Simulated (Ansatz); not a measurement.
**Run report: Ta₄ (charge +1), single-point calculation**

Ta₄, charge +1, multiplicity 2, computed with UKS PBE/def2-mTZVPP (Ansatz 0.2.0).

Some settings of this run were made unusual or wrong on purpose. The geometry comes from this level: r2SCAN-D4/def2-SVP.

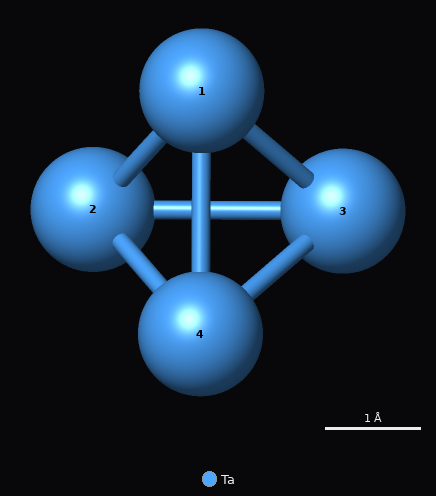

*The structure as given in the input (ball-and-stick view, seen at a tilt; atoms are numbered from 1 in the order of the input). Sticks mark near contacts.*

Bond lengths as drawn: Ta–Ta 2.54 to 2.66 Å.

What the run reported

```csv
quantity,value
outcome,converged
total energy,−6387.8454 eV
⟨S²⟩,0.910
SCF solution under orbital rotations,stable
hardware,"4 threads of Arm Neoverse V2, 23 GiB of memory available, shared host"
wall time,6 s (CPU time 22 s)
peak memory,0.33 GiB
```

What went wrong

The input was spoiled on purpose: grid. The run converged all the same; its numbers are those of the faulty input and shouldn't be used. ⟨S²⟩ is 0.91 against 0.75 for a pure state: the solution is spin-contaminated.

Input
```yaml
crystal:
  periodic: [false, false, false]
  atoms:
    - {symbol: Ta, position_ang: [-1.258934, -0.588356, 0.691531]}
    - {symbol: Ta, position_ang: [-0.416682, 0.458778, -1.462759]}
    - {symbol: Ta, position_ang: [0.545498, 1.184933, 0.906708]}
    - {symbol: Ta, position_ang: [1.130118, -1.055355, -0.135489]}
basis:
  gaussian: {orbitals: def2-mTZVPP, final_grid: {core_spheres: 1, valence_spheres: 1, degree: 3}}
total_charge: 1
magnetization: {spin_polarized: true, initial_magnetization: 1}
hamiltonian: {xc: {name: PBE}}
scf: {omitted_lower_state_checks: [starts]}
```

Launched with:
```bash
ansatz run in.yaml --threads 4 --pin off --events-out ev --progress --plain --max-ram 3916MiB
```

What the program printed
```
Functional definition: PBE
  name "PBE"
  cite "Perdew, Burke & Ernzerhof, Phys. Rev. Lett. 77, 3865 (1996) doi:10.1103/PhysRevLett.77.3865"
  parent pbe
  parameter kappa = 0.804
  parameter beta = 0.06672455060314922
  exchange = pbe_x(kappa = kappa, mu = beta*pi^2/3)
  correlation = pbe_c(beta = beta)
these checks for a lower state are left out or cut short: starts
1348 factors; their error is unknown
mean field evaluation 1: about -6178.1435 eV, gradient 6.0e1 eV
mean field evaluation 2: about -5947.0457 eV, gradient 1.8e2 eV
mean field evaluation 4: about -6178.3100 eV, gradient 6.3e1 eV
mean field evaluation 8: about -6198.3918 eV, gradient 4.0e0 eV
mean field evaluation 16: about -6384.5711 eV, gradient 1.4e1 eV
mean field evaluation 32: about -6387.4702 eV, gradient 1.1e0 eV
a density is far from that of the atoms, so the factors are made again for it
1793 factors; integrals over basis functions are off by at most 1.5e-4 eV
mean field evaluation 64: about -6387.8453 eV, gradient 5.7e-2 eV
mean field -6387.84538676 eV, -234.7489881265 hartree, gradient 2.4e-5 eV, S^2 0.909856; 0 other end points of the search recorded, 0 dependent functions left out
reference -6387.84540755 eV, -234.7489888903 hartree; 26, 25 occupied and 118, 119 virtual orbitals, 1793 factors
Total energy: -6387.84540755 eV, -234.7489888903 hartree
Checks for a lower state left out: starts
```
